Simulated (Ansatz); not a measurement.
## Run report: C₃H₁₂AlAs, molecular dynamics (part 3 of 3)

The same run, continued: C₃H₁₂AlAs; RKS r2SCAN/def2-SVP (Ansatz 0.2.0). The geometry comes from this level: PBE0-D4/def2-TZVP.

## Trajectory as extended XYZ, continued
```
17
Properties=species:S:1:pos:R:3:forces:R:3 step=20 time_fs=20.0 energy=-70729.75255 temperature=347.0
C    -0.1765    0.7496   -1.9305   -1.8232  -1.5050   1.6557
Al    0.4219   -0.2609   -0.2499   -0.3477   0.0058  -0.4910
C     1.9447    0.5134    0.7883   -1.9789  -1.6207   0.5453
C    -0.2775   -2.1236   -0.2122    0.4935  -0.3389   0.8828
As   -1.4884    0.8629    1.2143   -0.5943  -1.1087   1.3715
H     0.4256    0.3640   -2.6986    1.4623  -0.5128  -1.6429
H    -0.0578    1.8047   -1.8726    0.1416   1.4135  -0.0922
H    -1.2211    0.4963   -2.2954    0.7173   0.3192   0.5924
H     2.9057    0.0994    0.7978    1.8598  -1.6270  -0.2666
H     1.7653    0.6579    1.8481   -0.4629   0.0158   0.7263
H     2.1719    1.4516    0.4372    0.2473   3.1381  -1.2108
H    -0.3746   -2.6579    0.7735    0.4249   0.3538  -0.4953
H     0.2085   -2.8160   -0.9163    0.2834  -0.0948   0.0300
H    -1.2977   -2.0965   -0.5607   -0.9697   0.2332  -0.4385
H    -2.6724    1.5636    0.5852    0.0797   0.2022   0.2368
H    -2.1943    0.3472    2.5777    0.4727   0.3434  -1.4197
H    -0.7976    1.9353    1.9769   -0.0058   0.7831   0.0161
17
Properties=species:S:1:pos:R:3:forces:R:3 step=21 time_fs=21.0 energy=-70729.92510 temperature=427.2
C    -0.1818    0.7472   -1.9250   -0.4083  -0.9348   1.4543
Al    0.4225   -0.2624   -0.2482   -0.3632   0.0505  -0.4794
C     1.9389    0.5206    0.7931   -0.9659  -1.3835  -0.0459
C    -0.2837   -2.1244   -0.2157    0.2284   0.0577   0.1867
As   -1.4871    0.8618    1.2131   -0.2051  -0.6358   1.4332
H     0.4341    0.3654   -2.7099    0.9563  -0.2440  -1.0744
H    -0.0612    1.8179   -1.8684    0.0883   0.8105  -0.0969
H    -1.2022    0.5020   -2.2594   -0.1685   0.0778   0.2084
H     2.9105    0.0794    0.8163    1.0473  -1.2671  -0.2319
H     1.7636    0.6928    1.8382   -0.5496   0.0585   1.1342
H     2.1981    1.4617    0.4284    0.1594   2.4429  -1.0632
H    -0.3704   -2.6545    0.7451    0.3190   0.0192   0.1817
H     0.2023   -2.8130   -0.9191    0.3051  -0.1311  -0.0750
H    -1.3134   -2.0914   -0.5693   -0.5875   0.2136  -0.3017
H    -2.6837    1.5330    0.5633    0.1573   0.2228   0.3260
H    -2.1588    0.3752    2.5790    0.3030   0.2316  -1.2348
H    -0.7655    1.9559    1.9738   -0.3159   0.4110  -0.3212
17
Properties=species:S:1:pos:R:3:forces:R:3 step=22 time_fs=22.0 energy=-70730.05067 temperature=487.5
C    -0.1875    0.7440   -1.9182    1.4654  -0.2119   0.9889
Al    0.4230   -0.2638   -0.2466   -0.3841   0.0985  -0.4764
C     1.9324    0.5266    0.7978    0.5445  -0.4642  -0.5592
C    -0.2898   -2.1252   -0.2190   -0.1522   0.4716  -0.6837
As   -1.4858    0.8606    1.2120    0.2270  -0.1431   1.2851
H     0.4517    0.3644   -2.7314    0.1794   0.1441  -0.1966
H    -0.0638    1.8388   -1.8651    0.0099  -0.0195  -0.1067
H    -1.1850    0.5084   -2.2213   -1.2237  -0.2099  -0.2230
H     2.9254    0.0474    0.8327   -0.1118  -0.6221  -0.2134
H     1.7566    0.7283    1.8392   -0.5140   0.0461   1.0842
H     2.2258    1.4952    0.4094   -0.1859   0.8376  -0.5072
H    -0.3630   -2.6509    0.7184    0.1943  -0.3593   0.9133
H     0.1990   -2.8112   -0.9227    0.2763  -0.1111  -0.1331
H    -1.3348   -2.0842   -0.5807   -0.0224   0.1620  -0.0900
H    -2.6935    1.5045    0.5444    0.2204   0.2384   0.3983
H    -2.1204    0.4054    2.5685    0.0659   0.0710  -0.8783
H    -0.7364    1.9806    1.9677   -0.5890   0.0716  -0.6019
17
Properties=species:S:1:pos:R:3:forces:R:3 step=23 time_fs=23.0 energy=-70729.97309 temperature=453.3
C    -0.1919    0.7406   -1.9107    2.9046   0.4059   0.4809
Al    0.4233   -0.2652   -0.2452   -0.4019   0.1483  -0.4667
C     1.9262    0.5323    0.8021    1.7615   0.4216  -0.6405
C    -0.2960   -2.1256   -0.2228   -0.4627   0.7184  -1.3402
As   -1.4845    0.8593    1.2111    0.6747   0.3168   0.8899
H     0.4710    0.3648   -2.7549   -0.5262   0.4389   0.5677
H    -0.0663    1.8595   -1.8628   -0.0622  -0.7331  -0.1000
H    -1.1794    0.5127   -2.1853   -1.9263  -0.4119  -0.5261
H     2.9393    0.0093    0.8471   -1.0644   0.0242  -0.1989
H     1.7447    0.7642    1.8505   -0.3716  -0.0579   0.5923
H     2.2517    1.5367    0.3856   -0.5462  -0.6439   0.0665
H    -0.3539   -2.6507    0.7004    0.0856  -0.6036   1.3757
H     0.1984   -2.8105   -0.9275    0.2019  -0.0405  -0.1348
H    -1.3564   -2.0754   -0.5931    0.4991   0.0885   0.1207
H    -2.7013    1.4782    0.5294    0.2591   0.2528   0.4476
H    -2.0814    0.4364    2.5496   -0.2327  -0.1334  -0.3365
H    -0.7129    2.0059    1.9558   -0.7924  -0.1911  -0.7977
17
Properties=species:S:1:pos:R:3:forces:R:3 step=24 time_fs=24.0 energy=-70729.81176 temperature=375.8
C    -0.1941    0.7376   -1.9028    3.2016   0.6981  -0.0365
Al    0.4235   -0.2665   -0.2440   -0.4099   0.1969  -0.4358
C     1.9215    0.5383    0.8059    2.3969   0.9895  -0.3786
C    -0.3025   -2.1255   -0.2277   -0.5954   0.6439  -1.4433
As   -1.4831    0.8582    1.2103    1.1097   0.7070   0.2830
H     0.4853    0.3694   -2.7729   -1.0010   0.5723   1.0422
H    -0.0694    1.8732   -1.8615   -0.1085  -1.1584  -0.0700
H    -1.1923    0.5132   -2.1543   -1.7449  -0.4064  -0.5668
H     2.9429   -0.0286    0.8595   -1.6153   0.5239  -0.1768
H     1.7293    0.7996    1.8675   -0.1804  -0.2291  -0.0862
H     2.2724    1.5722    0.3624   -0.7800  -1.5958   0.4714
H    -0.3438   -2.6563    0.6956    0.0103  -0.5517   1.2923
H     0.1996   -2.8102   -0.9336    0.0995   0.0567  -0.0912
H    -1.3732   -2.0658   -0.6043    0.8337   0.0081   0.2762
H    -2.7065    1.4543    0.5186    0.2663   0.2693   0.4699
H    -2.0445    0.4661    2.5274   -0.5658  -0.3602   0.3554
H    -0.6970    2.0294    1.9362   -0.9168  -0.3641  -0.9050
17
Properties=species:S:1:pos:R:3:forces:R:3 step=26 time_fs=26.0 energy=-70729.72475 temperature=333.4
C    -0.1912    0.7332   -1.8874    1.1617   0.3620  -0.6822
Al    0.4235   -0.2689   -0.2420   -0.3893   0.2739  -0.2942
C     1.9179    0.5529    0.8129    2.1545   1.2817   0.2005
C    -0.3170   -2.1239   -0.2407   -0.1649  -0.1660  -0.2706
As   -1.4798    0.8561    1.2087    1.6788   1.0664  -0.8940
H     0.4832    0.3949   -2.7775   -1.1839   0.4148   1.0871
H    -0.0789    1.8665   -1.8604   -0.1118  -1.0223   0.0473
H    -1.2589    0.5041   -2.1071    0.4015  -0.0020  -0.2224
H     2.9022   -0.0863    0.8797   -1.5895   0.9384  -0.0946
H     1.6949    0.8622    1.8934    0.1372  -0.5422  -1.0426
H     2.2906    1.5929    0.3315   -0.8299  -2.1073   0.7517
H    -0.3240   -2.6803    0.7175   -0.1074   0.2015  -0.0450
H     0.2041   -2.8070   -0.9478   -0.0982   0.2166   0.0329
H    -1.3820   -2.0470   -0.6181    0.7573  -0.1175   0.3311
H    -2.7097    1.4145    0.5105    0.1705   0.3128   0.4286
H    -1.9898    0.5133    2.5000   -1.0496  -0.6722   1.5453
H    -0.6920    2.0652    1.8708   -0.9370  -0.4386  -0.8788
17
Properties=species:S:1:pos:R:3:forces:R:3 step=27 time_fs=27.0 energy=-70729.83859 temperature=390.3
C    -0.1879    0.7315   -1.8805   -0.0949  -0.0373  -0.5298
Al    0.4233   -0.2700   -0.2412   -0.3611   0.2959  -0.1978
C     1.9188    0.5617    0.8165    1.3976   1.0935   0.3158
C    -0.3246   -2.1231   -0.2478    0.3759  -0.5219   0.4415
As   -1.4778    0.8553    1.2078    1.6487   0.9248  -1.0052
H     0.4649    0.4144   -2.7635   -0.8969   0.1555   0.6561
H    -0.0853    1.8474   -1.8595   -0.0781  -0.4888   0.1267
H    -1.2921    0.4985   -2.0875    1.2998   0.1606  -0.0973
H     2.8581   -0.1023    0.8882   -1.0736   0.7971  -0.0271
H     1.6790    0.8864    1.8932    0.2087  -0.6027  -1.1286
H     2.2876    1.5732    0.3266   -0.6523  -1.7779   0.6309
H    -0.3154   -2.6914    0.7315   -0.1738   0.5500  -0.6782
H     0.2053   -2.8026   -0.9548   -0.1555   0.2388   0.0632
H    -1.3748   -2.0390   -0.6201    0.3576  -0.1424   0.2255
H    -2.7085    1.3990    0.5127    0.0706   0.3355   0.3697
H    -1.9767    0.5278    2.5062   -1.0350  -0.6455   1.5911
H    -0.7030    2.0768    1.8252   -0.8376  -0.3352  -0.7565
17
Properties=species:S:1:pos:R:3:forces:R:3 step=28 time_fs=28.0 energy=-70729.97443 temperature=456.8
C    -0.1847    0.7298   -1.8739   -1.1916  -0.4624   0.0019
Al    0.4229   -0.2710   -0.2405   -0.3223   0.3056  -0.1028
C     1.9209    0.5715    0.8204    0.2324   0.6454   0.3659
C    -0.3319   -2.1227   -0.2545    1.0222  -0.6981   0.9960
As   -1.4756    0.8546    1.2067    1.3821   0.5671  -0.7067
H     0.4380    0.4353   -2.7433   -0.3700  -0.2014  -0.0842
H    -0.0925    1.8235   -1.8574   -0.0313   0.2583   0.2121
H    -1.3129    0.4944   -2.0688    1.7821   0.2389  -0.0443
H     2.8037   -0.1106    0.8965   -0.2528   0.3683   0.0645
H     1.6651    0.9049    1.8821    0.2047  -0.5707  -0.9356
H     2.2783    1.5365    0.3277   -0.3036  -0.9920   0.2690
H    -0.3084   -2.6973    0.7389   -0.2355   0.7414  -1.0480
H     0.2050   -2.7960   -0.9611   -0.1710   0.2114   0.0500
H    -1.3641   -2.0323   -0.6200   -0.1934  -0.1373   0.0587
H    -2.7066    1.3866    0.5185   -0.0512   0.3502   0.2939
H    -1.9734    0.5361    2.5276   -0.8327  -0.4928   1.1803
H    -0.7221    2.0852    1.7722   -0.6680  -0.1318  -0.5705
17
Properties=species:S:1:pos:R:3:forces:R:3 step=29 time_fs=29.0 energy=-70730.00869 temperature=474.3
C    -0.1824    0.7277   -1.8674   -2.0078  -0.7680   0.7758
Al    0.4225   -0.2719   -0.2398   -0.2751   0.3032  -0.0223
C     1.9231    0.5817    0.8246   -1.2136  -0.1593   0.4384
C    -0.3384   -2.1229   -0.2605    1.5859  -0.6688   1.3020
As   -1.4733    0.8540    1.2056    0.9525   0.0687  -0.1842
H     0.4076    0.4543   -2.7239    0.2830  -0.5827  -0.9988
H    -0.0999    1.8021   -1.8532    0.0166   0.9945   0.2899
H    -1.3167    0.4926   -2.0506    1.8506   0.2374  -0.0463
H     2.7468   -0.1154    0.9054    0.7307  -0.3021   0.1760
H     1.6531    0.9179    1.8621    0.1188  -0.4331  -0.4774
H     2.2661    1.4903    0.3314    0.2412   0.2909  -0.3965
H    -0.3036   -2.6960    0.7364   -0.2799   0.7550  -1.1178
H     0.2031   -2.7873   -0.9670   -0.1454   0.1387  -0.0085
H    -1.3553   -2.0270   -0.6194   -0.7188  -0.1127  -0.1097
H    -2.7052    1.3776    0.5271   -0.1760   0.3472   0.2116
H    -1.9782    0.5397    2.5603   -0.5238  -0.2735   0.5061
H    -0.7476    2.0924    1.7138   -0.4391   0.1645  -0.3383
17
Properties=species:S:1:pos:R:3:forces:R:3 step=30 time_fs=30.0 energy=-70729.92385 temperature=437.2
C    -0.1817    0.7250   -1.8602   -2.2454  -0.7758   1.3961
Al    0.4219   -0.2726   -0.2390   -0.2229   0.2887   0.0380
C     1.9244    0.5919    0.8291   -2.4904  -1.2766   0.5001
C    -0.3436   -2.1237   -0.2654    1.8343  -0.4238   1.2603
As   -1.4708    0.8534    1.2044    0.4610  -0.4589   0.3420
H     0.3798    0.4678   -2.7140    0.7790  -0.8364  -1.6851
H    -0.1072    1.7902   -1.8463    0.0534   1.3881   0.3398
H    -1.3027    0.4931   -2.0328    1.5021   0.1579  -0.0917
H     2.6969   -0.1231    0.9159    1.5246  -0.9400   0.2778
H     1.6423    0.9268    1.8374   -0.0400  -0.1917   0.1900
H     2.2562    1.4468    0.3313    0.8793   1.7573  -1.2417
H    -0.3015   -2.6876    0.7231   -0.2971   0.5872  -0.8785
H     0.1998   -2.7772   -0.9729   -0.0900   0.0358  -0.1001
H    -1.3533   -2.0228   -0.6198   -0.9840  -0.0919  -0.1999
H    -2.7055    1.3719    0.5378   -0.2808   0.3168   0.1351
H    -1.9879    0.5407    2.5979   -0.2014  -0.0503  -0.1893
H    -0.7773    2.1011    1.6520   -0.1818   0.5134  -0.0928
```

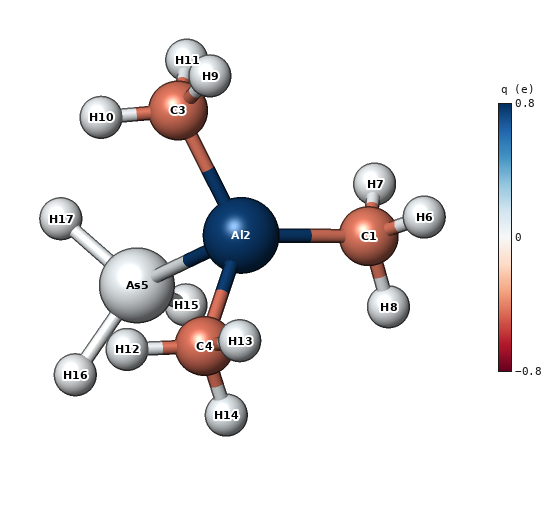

Figure 1. Mulliken charges, as the colour of each atom (ball-and-stick view, seen at a tilt; atoms are numbered from 1 in the order of the input). By element: C −0.43 to −0.42, Al +0.76, As +0.05 and H +0.02 to +0.05 e.

This output came from the following input.

## Input file
```yaml
crystal:
  periodic: [false, false, false]
  atoms:
    - {symbol: C, position_ang: [-0.070577, 0.712369, -1.993466]}
    - {symbol: Al, position_ang: [0.399844, -0.234284, -0.327231]}
    - {symbol: C, position_ang: [1.957310, 0.397264, 0.706790]}
    - {symbol: C, position_ang: [-0.172188, -2.111057, -0.116836]}
    - {symbol: As, position_ang: [-1.523499, 0.886625, 1.251857]}
    - {symbol: H, position_ang: [0.605550, 0.405214, -2.800441]}
    - {symbol: H, position_ang: [0.022304, 1.799705, -1.906872]}
    - {symbol: H, position_ang: [-1.086073, 0.490930, -2.337181]}
    - {symbol: H, position_ang: [2.884225, 0.049757, 0.234825]}
    - {symbol: H, position_ang: [1.969755, 0.017657, 1.733517]}
    - {symbol: H, position_ang: [2.022718, 1.489003, 0.754273]}
    - {symbol: H, position_ang: [-0.126859, -2.456564, 0.920942]}
    - {symbol: H, position_ang: [0.488731, -2.769243, -0.693619]}
    - {symbol: H, position_ang: [-1.187722, -2.290935, -0.483939]}
    - {symbol: H, position_ang: [-2.510678, 1.877884, 0.681867]}
    - {symbol: H, position_ang: [-2.545955, 0.025100, 1.954958]}
    - {symbol: H, position_ang: [-1.145987, 1.710073, 2.460754]}
basis:
  gaussian: {orbitals: def2-SVP}
hamiltonian: {xc: {name: r2SCAN}}
md: {timestep: 1 fs, n_steps: 30, ensemble: nvt_nose_hoover, temperature: 700, initial_velocities: maxwell_boltzmann, seed: 933}
```

Launch command:
```bash
ansatz run in.yaml --threads 8 --pin off --events-out ev --progress --plain --max-ram 20889MiB
```

## Results in brief

- outcome: finished
- mean temperature over the second half: 421 K
- trajectory: 30 steps, 30 fs
- ensemble: nvt_nose_hoover
- temperature in the input: 700 K
- time step: 1 fs
- potential energy (last step): −70729.9239 eV
- SCF solution under orbital rotations (last step): stable
- largest force (length of the vector) (last step): 2.843 eV/Å
- dipole moment (last step): 2.76 D
- hardware: 8 threads of Intel Xeon @ 2.50GHz, 180 GiB of memory available, shared host
- wall time: 1.8 min (CPU time 12 min)
- peak memory: 0.3 GiB

So short a trajectory is not equilibrated. The temperature stays far from the 700 K of the thermostat over the second half: the run isn't equilibrated.
